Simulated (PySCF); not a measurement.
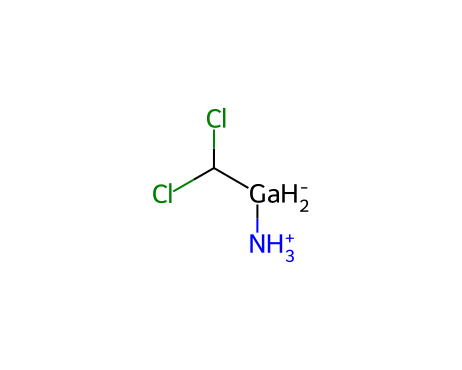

The drawing above gives the connectivity. The computed structure is the end point of a PBE0-D3(BJ)/def2-SVP optimisation. No frequency run is at hand to confirm it as a minimum.

What does the molecule look like in three dimensions?

Formula CH6Cl2GaN. Its SMILES string is `[NH3+][GaH2-][CH](Cl)Cl`. Among its groups: C–Cl bond. The point group is C1. Coordination: 1 N tetrahedral; 1 Ga tetrahedral; 1 C tetrahedral.

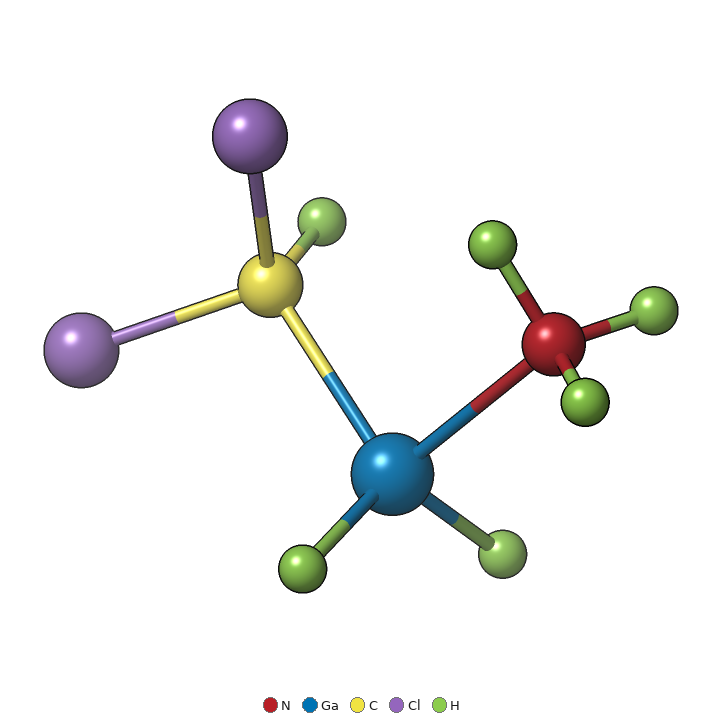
